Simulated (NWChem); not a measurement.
## A convergence study on P2H4 (diphosphine)

P2H4 has 6 atoms, charge 0, and is taken as a singlet. As SMILES, `PP`. Geometry: relaxed at PBE0-D4/def2-TZVP. This is one conformer, not always the lowest.

```
atom    x (Å)    y (Å)    z (Å)
   P   0.3651  -1.0488  -0.0823
   P  -0.3652   1.0491   0.0781
   H  -0.4970  -1.5216   0.9450
   H  -0.5721  -1.3929  -1.0949
   H   0.5028   1.5246  -0.9429
   H   0.5664   1.3896   1.0970
```

Program: NWChem 7.3.0. Method: r2SCAN/6-311+G**. Swept: integration grid. Watched: the total energy. Each run: energy. Hardware: 1 thread of Intel Xeon 6975P-C (Granite Rapids), shared host.

The last row is the best point of the sweep, not the limit.

```
integration grid  energy (Eh)  from the best (mEh)  wall time
    lebedev 20 3  -663.613916           +21436.467      3.3 s
    lebedev 35 6  -685.053762               -3.379      3.9 s
    lebedev 50 8  -685.049995               +0.388      4.5 s
   lebedev 75 11  -685.050346               +0.037        6 s
   lebedev 99 14  -685.050380               +0.004      9.6 s
  lebedev 150 18  -685.050384                0.000       23 s
```

Q: For a target of 0.1 mEh, where can one stop?

A: lebedev 75 11: it is 0.037 mEh off and takes 6 s, against 23 s for lebedev 150 18.

Q: For a target of 10 mEh, where can one stop?

A: lebedev 35 6: it is 3.379 mEh off and takes 3.9 s, against 23 s for lebedev 150 18.

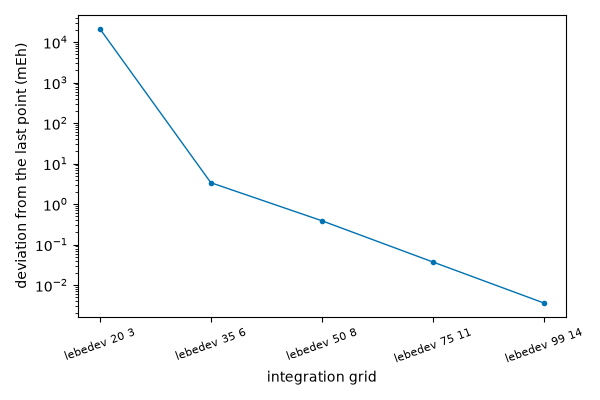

Absolute deviation from the last point of the sweep; values under 0.001 mEh are drawn at that floor.
